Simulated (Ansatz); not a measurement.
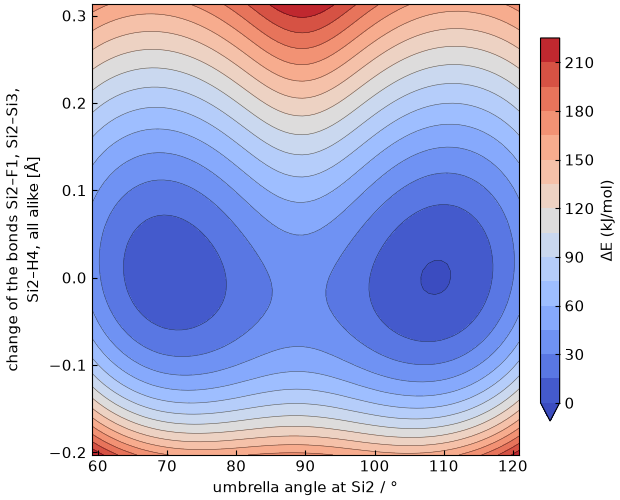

FH₄Si₂, SMILES F[SiH][SiH3], spin multiplicity 2. 
- Coordinates scanned: (1) umbrella angle at Si2 (between each of its bonds and their common axis; 90 is planar); (2) change of the bonds Si2–F1, Si2–Si3, Si2–H4, all alike.
- Nothing is relaxed (all other coordinates rigid).
- The scan uses a 15 × 15 grid.
- Points are written as (first, second).
- All energies are given in kJ/mol relative to the lowest grid point.
- This map comes from Ansatz, UKS PBE-D4/def2-SVP.

Drawn: filled contours. Between grid points the surface is interpolated.

The lowest grid point is at (107.7°, −0.018 Å). There is a further well near (72.3°, 0.018 Å) (5 kJ/mol above the lowest at that grid point). The highest grid point, (59.1°, −0.203 Å), lies 225 kJ/mol above the lowest. On the interpolated surface the easiest way out of the lowest well to the well at about (70°, 0.00 Å) passes a barrier of about 34 kJ/mol, counted from the interpolated bottom of the well. Round the minimum the two coordinates are weakly coupled (coupling −0.13 in units of the two stiffnesses).

The level of theory is changed to UKS PBE0-D4/def2-SVP (Ansatz 0.2.0); with it change the reference geometry, relaxed at the new level; the new grid has 15 × 15 points, laid about the new relaxed structure.

Q: What will the new map look like?

A: The lowest place stays at about (109°, 0.000 Å). The easiest pass out of the lowest well goes from about 34 to about 36 kJ/mol on the interpolated surfaces. The curvature at the minimum changes by less than a tenth (about 16) eV/rad² along the first coordinate and by less than a tenth (about 60) eV/Å² along the second coordinate.

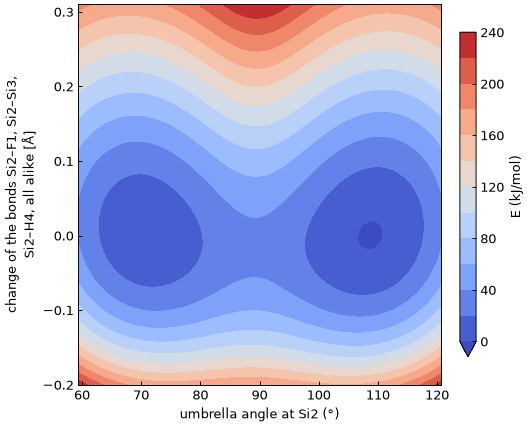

The map after the change, on a colour scale of its own. Drawn: filled contours. Between grid points the surface is interpolated.
